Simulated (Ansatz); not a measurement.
**Run report: SiPH$_{5}$O$_{2}$, nudged elastic band**

System: SiPH$_{5}$O$_{2}$.
Method: RKS PBE/STO-3G (Ansatz 0.2.0).

One setting was made poor on purpose. It belongs to a series of runs on one base structure; here: band between the two ends.

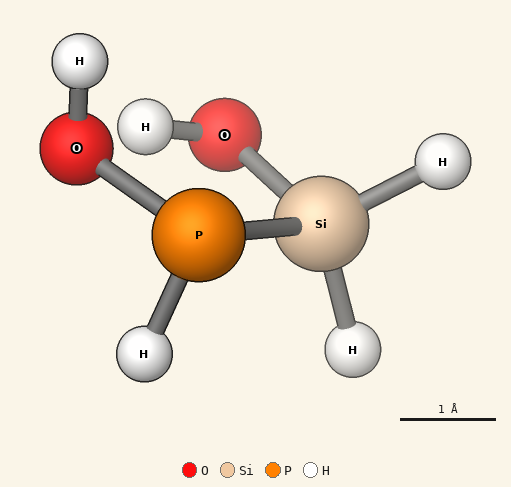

Fig. 1: The starting structure (ball-and-stick view, seen at a tilt). Bond lengths as drawn: H–O 1.04 to 1.08 Å, H–P 1.43 Å, H–Si 1.47 Å, O–P 1.81 Å, O–Si 1.72 Å and P–Si 2.28 Å.

Input:
```yaml
crystal:
  periodic: [false, false, false]
  atoms:
    - { symbol: O, position_ang: [-1.217255, 0.741746, -0.784419] }
    - { symbol: Si, position_ang: [0.436108, 1.020143, -0.412462] }
    - { symbol: P, position_ang: [0.885153, -0.803633, 0.877814] }
    - { symbol: O, position_ang: [-0.800037, -1.378022, 0.573118] }
    - { symbol: H, position_ang: [-1.313845, -0.206664, -0.28315] }
    - { symbol: H, position_ang: [0.642765, 2.266775, 0.330733] }
    - { symbol: H, position_ang: [1.305131, 1.107551, -1.592012] }
    - { symbol: H, position_ang: [1.383008, -1.555997, -0.230239] }
    - { symbol: H, position_ang: [-1.232529, -1.238199, 1.503616] }
basis:
  gaussian: { orbitals: STO-3G }
hamiltonian:
  xc: pbe
neb:
  order_check: false
  images: 7
  f_tol: 0.5
  max_iterations: 60
  final_atoms:
    - { symbol: O, position_ang: [-1.23423331, 0.86495996, -1.08273927] }
    - { symbol: Si, position_ang: [0.27563692, 1.17962592, -0.48668452] }
    - { symbol: P, position_ang: [0.2732568, -0.91907426, 0.60750394] }
    - { symbol: O, position_ang: [-1.25480559, -1.31246995, 0.0450775] }
    - { symbol: H, position_ang: [-1.42171873, -0.25106275, -0.5934554] }
    - { symbol: H, position_ang: [0.48512956, 2.21042145, 0.5406882] }
    - { symbol: H, position_ang: [1.44828692, 1.2129539, -1.37304308] }
    - { symbol: H, position_ang: [1.19609936, -1.97052176, 0.29184847] }
    - { symbol: H, position_ang: [0.32084707, -1.06113251, 2.03380316] }
  initial_path:
    images:
      - { positions_ang: [[-1.217255, 0.741746, -0.784419], [0.436108, 1.020143, -0.412462], [0.885153, -0.803633, 0.877814], [-0.800037, -1.378022, 0.573118], [-1.313845, -0.206664, -0.28315], [0.642765, 2.266775, 0.330733], [1.305131, 1.107551, -1.592012], [1.383008, -1.555997, -0.230239], [-1.232529, -1.238199, 1.503616]] }
      - { positions_ang: [[-1.15503724, 0.75654494, -0.90116951], [0.42891108, 1.02468928, -0.41847483], [0.77828172, -0.81043105, 0.85255402], [-0.8541291, -1.33843206, 0.63092252], [-1.37659596, -0.11756499, -0.43227612], [0.56078059, 2.26123373, 0.35900275], [1.37626353, 1.10775808, -1.53266377], [1.27582704, -1.58525824, -0.23516145], [-0.94580266, -1.34483969, 1.66026539]] }
      - { positions_ang: [[-1.09281948, 0.77134387, -1.01792001], [0.42171415, 1.02923556, -0.42448767], [0.67141045, -0.81722911, 0.82729404], [-0.90822119, -1.29884213, 0.68872705], [-1.43934691, -0.02846597, -0.58140224], [0.47879618, 2.25569246, 0.3872725], [1.44739605, 1.10796516, -1.47331555], [1.16864607, -1.61451947, -0.24008391], [-0.65907632, -1.45148038, 1.81691479]] }
      - { positions_ang: [[-1.03060172, 0.78614281, -1.13467052], [0.41451723, 1.03378184, -0.4305005], [0.56453917, -0.82402716, 0.80203406], [-0.96231329, -1.25925219, 0.74653157], [-1.50209787, 0.06063304, -0.73052837], [0.39681177, 2.25015119, 0.41554226], [1.51852858, 1.10817224, -1.41396732], [1.06146511, -1.64378071, -0.24500636], [-0.37234999, -1.55812107, 1.97356418]] }
      - { positions_ang: [[-0.96838396, 0.80094175, -1.25142102], [0.40732031, 1.03832812, -0.43651333], [0.45766789, -0.83082521, 0.77677408], [-1.01640538, -1.21966225, 0.80433609], [-1.56484882, 0.14973205, -0.87965449], [0.31482736, 2.24460992, 0.44381201], [1.58966111, 1.10837932, -1.35461909], [0.95428414, -1.67304194, -0.24992881], [-0.08562365, -1.66476175, 2.13021357]] }
      - { positions_ang: [[-1.0348463, 0.8169463, -1.20925058], [0.37439946, 1.07365257, -0.44905613], [0.41156512, -0.85288747, 0.73445655], [-1.07600544, -1.24286418, 0.61452144], [-1.5290663, 0.04953335, -0.80810472], [0.35740291, 2.2360628, 0.46803106], [1.55431756, 1.13452297, -1.35922509], [1.01473795, -1.7474119, -0.11448449], [0.01599403, -1.51385444, 2.10611097]] }
      - { positions_ang: [[-1.10130864, 0.83295085, -1.16708015], [0.34147862, 1.10897702, -0.46159893], [0.36546235, -0.87494974, 0.69213901], [-1.13560549, -1.2660661, 0.4247068], [-1.49328378, -0.05066535, -0.73655494], [0.39997846, 2.22751569, 0.49225011], [1.51897401, 1.16066661, -1.36383109], [1.07519175, -1.82178185, 0.02095983], [0.11761171, -1.36294713, 2.08200837]] }
      - { positions_ang: [[-1.16777098, 0.84895541, -1.12490971], [0.30855777, 1.14430147, -0.47414173], [0.31935957, -0.897012, 0.64982148], [-1.19520554, -1.28926803, 0.23489215], [-1.45750125, -0.15086405, -0.66500517], [0.44255401, 2.21896857, 0.51646915], [1.48363047, 1.18681026, -1.36843709], [1.13564556, -1.89615181, 0.15640415], [0.21922939, -1.21203982, 2.05790577]] }
      - { positions_ang: [[-1.23423331, 0.86495996, -1.08273927], [0.27563692, 1.17962592, -0.48668452], [0.2732568, -0.91907426, 0.60750394], [-1.25480559, -1.31246995, 0.0450775], [-1.42171873, -0.25106275, -0.5934554], [0.48512956, 2.21042145, 0.5406882], [1.44828692, 1.2129539, -1.37304308], [1.19609936, -1.97052176, 0.29184847], [0.32084707, -1.06113251, 2.03380316]] }
```

Command:
```bash
ansatz run input.yaml --threads 1 --pin off --max-ram 2048MiB --backend cpu --events-out ev --progress --plain --runs-dir out
```

Output:
```
Engine: ansatz 0.2.0, aarch64-unknown-linux-gnu
Functional definition: PBE
  parameter kappa = 0.804
  parameter beta = 0.06672455060314922
  exchange = pbe_x(kappa = kappa, mu = beta*pi^2/3)
  correlation = pbe_c(beta = beta)
448 factors; integrals over basis functions are off by at most 1.0e-5 eV
mean field evaluation 1: about -21071.5760 eV, gradient 3.0e1 eV
mean field evaluation 2: about -20990.9462 eV, gradient 1.5e2 eV
mean field evaluation 4: about -21074.6603 eV, gradient 7.9e0 eV
mean field evaluation 8: about -21074.8209 eV, gradient 1.8e-1 eV
mean field -21074.82104337 eV, -774.4853883170 hartree, gradient 4.9e-5 eV, S^2 0.000000; 0 other end points of the search recorded, 0 dependent functions left out
the calculation of the forces begins
reference -21074.82106345 eV, -774.4853890551 hartree; 25, 25 occupied and 8, 8 virtual orbitals, 448 factors
449 factors; integrals over basis functions are off by at most 9.6e-6 eV
mean field evaluation 16: about -21065.2425 eV, gradient 4.6e1 eV
mean field evaluation 32: about -21073.2141 eV, gradient 1.5e-5 eV
mean field -21073.21408736 eV, -774.4263337728 hartree, gradient 1.5e-5 eV, S^2 0.000000; 0 other end points of the search recorded, 0 dependent functions left out
[... from here on the field's lines of each further geometry are left out, up to the last ...]
NEB iter   1: max|band force component| = 1.145e1 eV/Å  barrier→ = 6.2011 eV  barrier← = 4.5941 eV  Δτ_max = 0.2000 Å  (304 SCF iters)
NEB iter   2: max|band force component| = 5.262e0 eV/Å  barrier→ = 4.2476 eV  barrier← = 2.6407 eV  Δτ_max = 0.2000 Å  (203 SCF iters)
NEB iter   3: max|band force component| = 7.254e0 eV/Å  barrier→ = 3.5296 eV  barrier← = 1.9227 eV  Δτ_max = 0.1016 Å  (212 SCF iters)
NEB iter   4: max|band force component| = 1.305e0 eV/Å  barrier→ = 3.2587 eV  barrier← = 1.6517 eV  Δτ_max = 0.2000 Å  (189 SCF iters)
NEB iter   5: max|band force component| = 2.112e0 eV/Å  barrier→ = 3.0412 eV  barrier← = 1.4342 eV  Δτ_max = 0.0992 Å  (201 SCF iters)
NEB iter   6: max|band force component| = 1.099e0 eV/Å  barrier→ = 2.9970 eV  barrier← = 1.3901 eV  Δτ_max = 0.0635 Å  (188 SCF iters)
NEB iter   7: max|band force component| = 9.521e-1 eV/Å  barrier→ = 2.9694 eV  barrier← = 1.3624 eV  Δτ_max = 0.0995 Å  (186 SCF iters)
NEB iter   8: max|band force component| = 5.226e-1 eV/Å  barrier→ = 3.0097 eV  barrier← = 1.4028 eV  Δτ_max = 0.0408 Å  (188 SCF iters)
the calculation of the forces begins
reference -21073.17084634 eV, -774.4247446949 hartree; 25, 25 occupied and 8, 8 virtual orbitals, 449 factors
449 factors; integrals over basis functions are off by at most 1.0e-5 eV
mean field -21071.81530502 eV, -774.3749294701 hartree, gradient 7.8e-6 eV, S^2 0.000000; 1 other end points of the search recorded, 0 dependent functions left out
the calculation of the forces begins
reference -21071.81532435 eV, -774.3749301806 hartree; 25, 25 occupied and 8, 8 virtual orbitals, 449 factors
NEB iter   9: max|band force component| = 2.732e-1 eV/Å  barrier→ = 3.0057 eV  barrier← = 1.3988 eV  CI = image 4  Δτ_max = 0.0000 Å  (366 SCF iters)
```

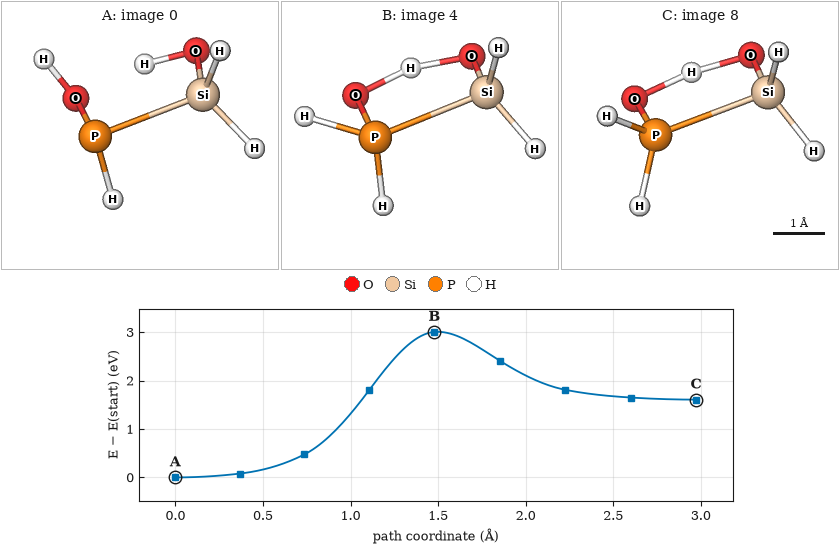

Fig. 2: Images of the last band (counted from 0; ball-and-stick, seen at a tilt) above the energy along the path; the line is a cubic interpolation that uses the forces. The highest image is number 4, 3.006 eV above the start and 1.399 eV above the end (the climbing image); the end lies 1.607 eV above the start. The path is 2.97 Å long. The band converged in 9 iterations.

```
Total energy: -21071.81532435 eV, -774.3749301806 hartree
Atom 0 at    -1.132525     0.790823    -1.023481 Å, force    -0.146156    -0.167888     0.048886 eV/Å
Atom 1 at     0.397447     1.164481    -0.495130 Å, force     0.221978     0.047803     0.130996 eV/Å
Atom 2 at     0.514737    -0.780319     0.850789 Å, force     0.110945     0.026249     0.049828 eV/Å
Atom 3 at    -1.171832    -1.173565     0.383139 Å, force     0.019209    -0.052069     0.052706 eV/Å
Atom 4 at    -1.379891    -0.197567    -0.331510 Å, force    -0.037124     0.096173    -0.066388 eV/Å
Atom 5 at     0.569315     2.353401     0.349951 Å, force    -0.009677    -0.056045    -0.025196 eV/Å
Atom 6 at     1.500423     1.128761    -1.462977 Å, force    -0.064480    -0.006911    -0.030706 eV/Å
Atom 7 at     1.201701    -1.729420     0.010244 Å, force     0.030078     0.019330    -0.015463 eV/Å
Atom 8 at    -0.410874    -1.602895     1.701974 Å, force    -0.124772     0.093358    -0.144662 eV/Å
Dipole moment:     0.468318    -0.037691     0.240953 e Å
this run last wrote the band of iteration 9 to [file]
```

The last band as extended XYZ (Å, eV, eV/Å):
```
9
Properties=species:S:1:pos:R:3:forces:R:3 image=0 energy=-21074.82104
O    -1.2173    0.7417   -0.7844    0.0000  -0.0005  -0.0005
Si    0.4361    1.0201   -0.4125   -0.0041   0.0034  -0.0041
P     0.8852   -0.8036    0.8778    0.0082   0.0028   0.0042
O    -0.8000   -1.3780    0.5731   -0.0072  -0.0033   0.0017
H    -1.3138   -0.2067   -0.2832    0.0054   0.0033   0.0011
H     0.6428    2.2668    0.3307    0.0000  -0.0027  -0.0005
H     1.3051    1.1076   -1.5920   -0.0008  -0.0005   0.0027
H     1.3830   -1.5560   -0.2302   -0.0007  -0.0016  -0.0020
H    -1.2325   -1.2382    1.5036   -0.0008  -0.0008  -0.0026
9
Properties=species:S:1:pos:R:3:forces:R:3 image=1 energy=-21074.74192
O    -1.1917    0.7520   -0.9071   -0.0273  -0.0366   0.0853
Si    0.4453    1.0285   -0.4482    0.0517  -0.0466   0.0406
P     0.8604   -0.7701    0.8738    0.1263  -0.0512   0.0441
O    -0.8348   -1.2985    0.6207    0.0919  -0.0805  -0.0628
H    -1.3758   -0.0958   -0.2823    0.0234  -0.0413   0.0456
H     0.6098    2.2748    0.3107    0.0052  -0.0385  -0.0024
H     1.3726    1.1302   -1.5786   -0.0783  -0.0028  -0.0513
H     1.3235   -1.5899   -0.2031    0.1182   0.1093  -0.0887
H    -1.1208   -1.4775    1.5971   -0.3113   0.1882  -0.0103
9
Properties=species:S:1:pos:R:3:forces:R:3 image=2 energy=-21074.34517
O    -1.1940    0.7643   -0.9740   -0.0553  -0.0210   0.0066
Si    0.4326    1.0638   -0.4734    0.1332  -0.2714   0.0851
P     0.7783   -0.7237    0.8520    0.8853   0.0677   0.1578
O    -0.9155   -1.2454    0.6519    0.6850  -0.1228   0.3601
H    -1.4013   -0.0630   -0.3357   -0.1131   0.2539  -0.0309
H     0.5853    2.3097    0.3017   -0.0646  -0.1818  -0.1062
H     1.4361    1.1322   -1.5378   -0.1951   0.0770  -0.1794
H     1.2443   -1.6672   -0.1185    0.2648   0.3511  -0.3836
H    -0.8774   -1.6171    1.6167   -1.5402  -0.1527   0.0905
9
Properties=species:S:1:pos:R:3:forces:R:3 image=3 energy=-21073.01341
O    -1.1792    0.7568   -0.9975   -0.2999  -0.5110   0.3257
Si    0.4164    1.1146   -0.4809    0.2284  -0.6814   0.3103
P     0.6429   -0.7273    0.8423    1.8982   0.8661  -0.1244
O    -1.0583   -1.2422    0.5647    1.5539  -0.9696   2.1534
H    -1.3797   -0.1196   -0.3457   -0.1066   1.0736  -0.5071
H     0.5740    2.3415    0.3266   -0.1015  -0.2066  -0.1775
H     1.4759    1.1296   -1.4928   -0.2105   0.1341  -0.2036
H     1.2109   -1.7111   -0.0302    0.1994   0.3377  -0.4627
H    -0.6144   -1.5886    1.5965   -3.1613  -0.0429  -1.3140
9
Properties=species:S:1:pos:R:3:forces:R:3 image=4 energy=-21071.81531
O    -1.1325    0.7908   -1.0235   -0.1462  -0.1679   0.0489
Si    0.3974    1.1645   -0.4951    0.2220   0.0478   0.1310
P     0.5147   -0.7803    0.8508    0.1109   0.0262   0.0498
O    -1.1718   -1.1736    0.3831    0.0192  -0.0521   0.0527
H    -1.3799   -0.1976   -0.3315   -0.0371   0.0962  -0.0664
H     0.5693    2.3534    0.3500   -0.0097  -0.0560  -0.0252
H     1.5004    1.1288   -1.4630   -0.0645  -0.0069  -0.0307
H     1.2017   -1.7294    0.0102    0.0301   0.0193  -0.0155
H    -0.4109   -1.6029    1.7020   -0.1248   0.0934  -0.1447
9
Properties=species:S:1:pos:R:3:forces:R:3 image=5 energy=-21072.40939
O    -1.1205    0.8311   -1.0662    0.0879   0.3458  -0.1361
Si    0.3666    1.2265   -0.5262   -0.0534   0.3941  -0.1510
P     0.3707   -0.8164    0.8287   -1.1402  -0.4033  -0.2081
O    -1.2365   -1.1600    0.2807   -0.3439   0.2688  -0.5958
H    -1.3873   -0.2565   -0.3792   -0.1303  -0.2411  -0.2972
H     0.5453    2.3760    0.3607    0.0946   0.0702   0.0922
H     1.5111    1.1376   -1.4424    0.0927  -0.0505   0.0867
H     1.2028   -1.7343    0.0749   -0.1081  -0.1627   0.3375
H    -0.1637   -1.6503    1.8519    1.5006  -0.2212   0.8717
9
Properties=species:S:1:pos:R:3:forces:R:3 image=6 energy=-21073.01038
O    -1.1381    0.8495   -1.1076   -0.0934   0.1253   0.0108
Si    0.3286    1.2558   -0.5318   -0.0129   0.0324   0.0009
P     0.2704   -0.8523    0.7798   -0.3632  -0.1801  -0.1735
O    -1.2807   -1.2109    0.1792   -0.0233  -0.0636  -0.1530
H    -1.4079   -0.2720   -0.4664   -0.0230   0.0636  -0.2335
H     0.5247    2.3901    0.3789    0.0229   0.0101   0.0541
H     1.5167    1.1439   -1.3944    0.0375  -0.0235   0.1032
H     1.1783   -1.7753    0.1492   -0.0702  -0.1310   0.1298
H     0.0965   -1.5752    1.9961    0.5257   0.1667   0.2613
9
Properties=species:S:1:pos:R:3:forces:R:3 image=7 energy=-21073.17083
O    -1.1817    0.8550   -1.1116   -0.1797   0.0294  -0.0020
Si    0.2933    1.2227   -0.5030    0.1045  -0.0484   0.0620
P     0.2581   -0.8858    0.6893   -0.0870  -0.0578  -0.0734
O    -1.2783   -1.2627    0.1036    0.0251   0.0271  -0.0381
H    -1.4157   -0.2585   -0.5480    0.0400  -0.0005  -0.0519
H     0.4887    2.3271    0.4476   -0.0134  -0.0264   0.0350
H     1.4962    1.1592   -1.3479    0.0088  -0.0039   0.0263
H     1.1736   -1.8761    0.2010    0.0210  -0.0679   0.0315
H     0.2546   -1.3273    2.0519    0.0807   0.1484   0.0106
9
Properties=species:S:1:pos:R:3:forces:R:3 image=8 energy=-21073.21409
O    -1.2342    0.8650   -1.0827   -0.0001  -0.0030   0.0017
Si    0.2756    1.1796   -0.4867    0.0041   0.0030   0.0007
P     0.2733   -0.9191    0.6075   -0.0008   0.0015  -0.0011
O    -1.2548   -1.3125    0.0451   -0.0010   0.0005  -0.0010
H    -1.4217   -0.2511   -0.5935    0.0017   0.0014   0.0001
H     0.4851    2.2104    0.5407   -0.0014  -0.0022  -0.0015
H     1.4483    1.2130   -1.3730   -0.0028  -0.0011   0.0009
H     1.1961   -1.9705    0.2918    0.0004  -0.0002  -0.0001
H     0.3208   -1.0611    2.0338   -0.0001   0.0000   0.0004
```

Key numbers:

- outcome: converged
- barrier, forward: 3.006 eV
- barrier, backward: 1.399 eV
- hardware: 1 thread of Arm Neoverse V2, 24 GiB of memory available, shared host
- wall time: 98 s
- peak memory: 0.088 GiB

Notes:

A deliberately poor setting: loose force. The order of the saddle point was not checked.
